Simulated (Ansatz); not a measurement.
# BF2HO: the cost of one run

The runs use Ansatz 0.2.0, Gaussian basis; PBE0-D4/def2-TZVP structures, single points in def2-TZVPP, no counterpoise correction.

Levels: SPW92, PBE-D4, BLYP-D4, r2SCAN-D4, B97M-V, PBE0-D4, B3LYP-D4, r2SCAN0-D4, BHLYP-D4, CAM-B3LYP-D4, wB97X-V, wB97M-V, B2PLYP, PBE-QIDH, RPA on PBE, Hartree-Fock, MP2, CCSD, CCSD(T).

Cores are frozen in the correlated methods. B3LYP uses VWN-RPA correlation. B2PLYP carries no dispersion term here.

94 further runs of the same task are left out: 94 set aside as unsound or not needed. Runs told in other sessions of the task aren't counted.

### 1 The starting structure

The complex: 10 atoms, charge 0, spin multiplicity 1.

Atoms are counted from 1 here; the program's logs count them from 0.

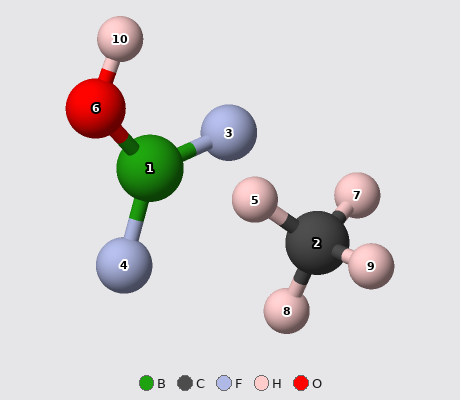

Start geometry, drawn with boron green, carbon dark grey, fluorine light blue, hydrogen pink, oxygen red; atoms are numbered from 1 in the order of the file.

Geometry (Å):

| atom | x (Å) | y (Å) | z (Å) |
| --- | --- | --- | --- |
| B1 | -0.42685 | -1.41598 | 0.77715 |
| C2 | 0.78649 | 1.34867 | -0.66393 |
| F3 | -0.06731 | -2.08715 | -0.31044 |
| F4 | 0.46378 | -1.25500 | 1.73444 |
| H5 | -0.22013 | 1.53005 | -0.28667 |
| O6 | -1.66518 | -0.91350 | 0.93424 |
| H7 | 0.76839 | 0.54527 | -1.40065 |
| H8 | 1.44036 | 1.07160 | 0.16278 |
| H9 | 1.16322 | 2.25700 | -1.13294 |
| H10 | -2.24288 | -1.08107 | 0.18602 |

Its parts: BF2HO holds atoms 1, 3, 4, 6, 10; CH4 holds atoms 2, 5, 7, 8, 9. Each part counts its atoms afresh in its own runs.

### 2 Relaxing BF2HO alone

relax-a/in.yaml

```yaml
crystal:
  periodic: [false, false, false]
  atoms:
    - {symbol: B, position_ang: [-0.426851, -1.415977, 0.777154]}
    - {symbol: F, position_ang: [-0.067306, -2.087154, -0.310444]}
    - {symbol: F, position_ang: [0.463782, -1.254998, 1.734441]}
    - {symbol: O, position_ang: [-1.665180, -0.913500, 0.934238]}
    - {symbol: H, position_ang: [-2.242877, -1.081073, 0.186018]}
basis:
  gaussian: {orbitals: def2-TZVP}
hamiltonian: {xc: pbe0, dispersion: d4}
relax: {f_tol: 0.005, max_steps: 200}
```

Command:

```sh
ansatz run in.yaml --threads 4 --pin off --events-out ev --progress --plain --max-ram 9574MiB
```

**Question.** How long does this run take on 4 threads of Intel Xeon at 2.50GHz, shared host?

About 11 s.
